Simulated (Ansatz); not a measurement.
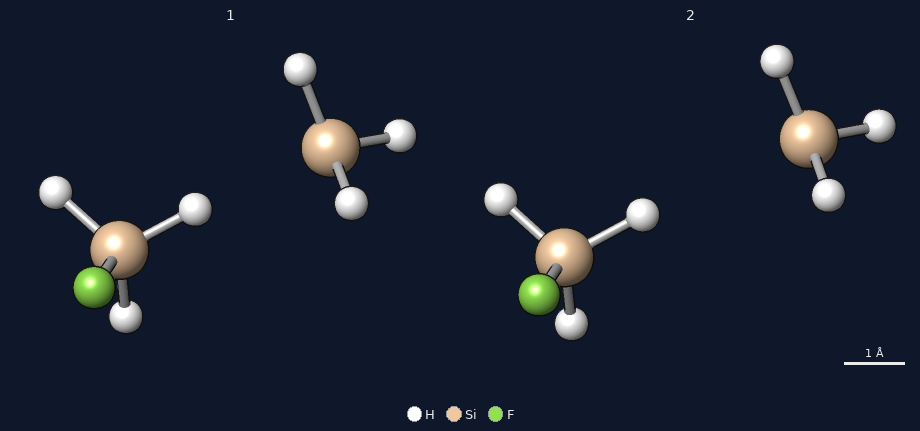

Two geometries of Si2H6F (multiplicity 2), drawn at one scale. One is the start of a relaxation, the other its converged end. The picture is a ball-and-stick view, seen from a free direction.

Computed with Ansatz, UKS PBE/def2-SVP. Settings: collinear spin; force threshold 0.03 eV/Å; at most 50 steps.

**Which geometry has the lower energy?**

Structure 2 is the relaxed one. The run prepares an end point of a later path (reaction) calculation, from a guessed geometry. The energy falls by 1.18 kcal/mol in 4 geometry steps. Largest force component: 0.87 eV/Å at the start, 0.011 eV/Å at the end. The atom that moves furthest after the best rigid fit is an H atom (0.39 Å). Largest moves by element: H 0.39 Å, Si 0.35 Å, F 0.29 Å. Near-neighbour distances that change, for instance: H–Si 1.455 → 1.505 Å.

Limits of the set-up: the start holds two separate molecules, 2.7 Å apart at their closest, whose relative position is a soft coordinate and is computed without a dispersion correction.
